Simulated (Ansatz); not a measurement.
Consider ClGeH$_{3}$O$_{2}$···HCl.

Input file:

```
crystal:
  periodic: [false, false, false]
  atoms:
    - { symbol: Ge, position_ang: [-0.093628, -0.181852, 0.055889] }
    - { symbol: H, position_ang: [0.066178, -0.105602, 1.587959] }
    - { symbol: O, position_ang: [1.418183, -0.169186, -0.863217] }
    - { symbol: H, position_ang: [1.610576, -1.042861, -1.232856] }
    - { symbol: O, position_ang: [-1.12389, 1.169678, -0.407446] }
    - { symbol: H, position_ang: [-1.258011, 1.220206, -1.366358] }
    - { symbol: Cl, position_ang: [-1.054133, -2.080374, -0.440407] }
    - { symbol: Cl, position_ang: [1.540502, 2.386696, 1.631394] }
    - { symbol: H, position_ang: [0.741322, 1.507697, 2.236041] }
basis:
  gaussian: { orbitals: def2-SVP }
hamiltonian:
  xc: b3lyp
relax:
  f_tol: 0.03
  max_steps: 50
output:
  orbitals: {}
```

Launched as:

```sh
ansatz run input.yaml --threads 4 --pin off --max-ram 5120MiB --backend cpu --events-out ev --progress --plain --runs-dir out
```

The fields are those of the run's last geometry, not of the input's.

These are results of RKS B3LYP/def2-SVP (Ansatz), not measurements.

Predict the electron density and electron localisation function between the atoms.

Ge–O (1.77 Å): ρ at the midpoint is about 0.99 e/Å³; the ELF peaks at about 0.85 in the valence shell of O, 0.6 Å from its nucleus, and is about 0.35 at the midpoint.
Ge–Cl (2.17 Å): ρ is about 0.71 e/Å³ halfway; the ELF peaks at about 0.85 in the valence shell of Cl, 0.8 Å from its nucleus, and is about 0.65 at the midpoint.

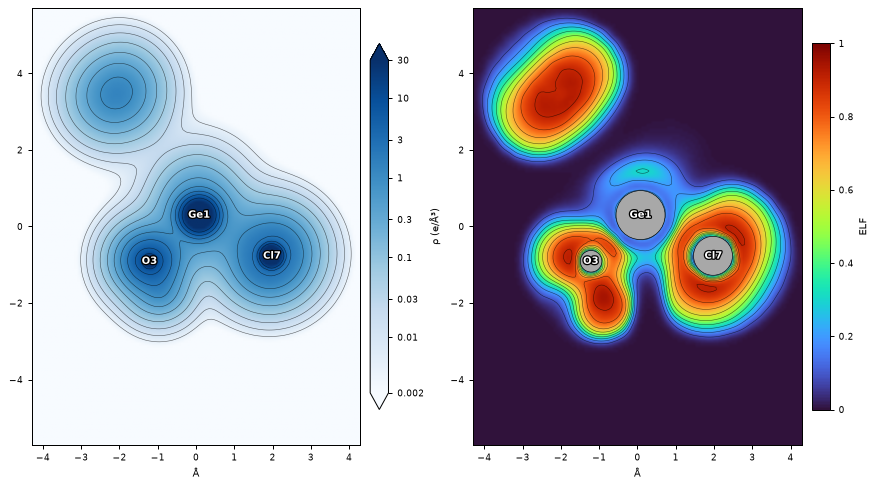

Computed electron density and electron localisation function on the plane of atoms O3, Ge1 and Cl7, in this order. Grey discs cover the atomic cores in the ELF map. 
